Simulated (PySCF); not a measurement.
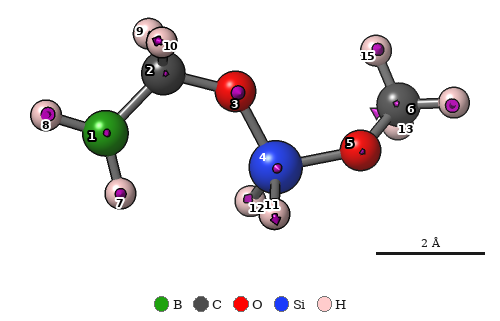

This is a relaxation of C$_{2}$H$_{9}$BO$_{2}$Si. The starting structure is drawn; purple arrows show the displacements, at their true length. The two geometries are superimposed by the best rigid fit.

A ball-and-stick model, seen at a tilt.

The start comes from GFN2-xTB.

Theory: PBE0-D3(BJ)/def2-SVP geometry optimisation, gas phase (PySCF 2.14.0, density-fitted response routines). 

**What did the optimiser do to the structure, and how much energy did it gain?**

Over 15 geometry steps the energy falls by 0.209 eV. Largest force component: 1.2 eV/Å at the start, 0.017 eV/Å at the end. An H atom moves most after the best rigid fit: 0.62 Å. Largest moves by element: H 0.62 Å, O 0.46 Å, Si 0.22 Å, B 0.15 Å, C 0.13 Å. Some distances before and after: B–H 1.165 → 1.210 Å, O–Si 1.616 → 1.661 Å, H–Si 1.469 → 1.501 Å, H–Si 1.456 → 1.484 Å. Bond angles that change, for instance: C–O–Si 132.7° → 126.2°, O–Si–H 99.1° → 105.2°, B–C–H 108.5° → 102.9°. Groups turn about O–Si by about 30°, C–O by about 30°. The run took about 2.7 core-minutes on a shared host.
